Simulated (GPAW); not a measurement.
# Property calculation, with input and output: AlNH4

AlNH4, computed with revPBE/plane waves, scalar-relativistic datasets (GPAW 26.7.0).

The atoms were displaced at random from an optimised geometry.

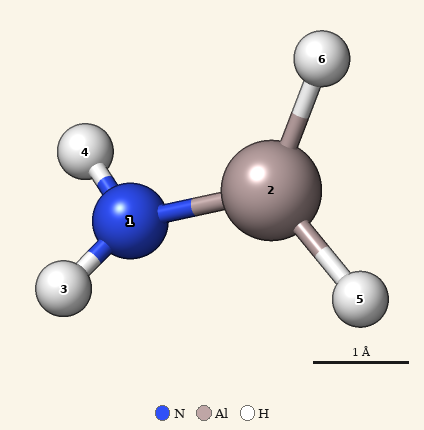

**Figure 1.** The structure as given in the input (ball-and-stick view, seen at a tilt; atoms are numbered from 1 in the order of the input). Sticks mark near contacts.

Input file (sp.py):
```python
from ase import Atoms
from gpaw import GPAW, PW

# Geometry
atoms = Atoms('NAlHHHH',
    positions=[[ -0.012128,  -0.947991,   0.022305],
               [ -0.079459,   0.769070,  -0.076446],
               [  0.684383,  -1.549380,  -0.471070],
               [ -0.428167,  -1.488766,   0.855601],
               [  0.102208,   1.557232,  -1.435058],
               [ -0.197133,   1.731832,   1.111539]])
atoms.set_cell([13.0, 13.0, 13.0])
atoms.center()

# Calculator
calc = GPAW(mode=PW(450), xc='revPBE', maxiter=100, txt='alh4n.txt')
atoms.calc = calc

energy = atoms.get_potential_energy()
print(f'Energy                  {energy:.5f} eV')
```

Launch command:
```bash
python3 -u sp.py | tee sp.out
```

The program's output:
```
Energy                  -23.95793 eV
```

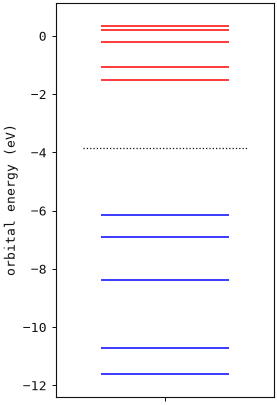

**Figure 2.** Orbital energies near the frontier; the dotted line parts filled from empty levels, and levels within 0.02 eV of each other stand side by side. Highest filled −6.15 eV, lowest empty −1.53 eV, 4.62 eV apart.

Summary:

- outcome: converged
- energy relative to the program's reference atoms: −23.9579 eV
- HOMO: −6.15 eV
- LUMO: −1.53 eV
- dipole moment: 1.81 D
- hardware: 1 thread of AMD EPYC (Zen 5), 16 GiB of memory available, shared host
- wall time: 9.9 s
- peak memory: 0.57 GiB
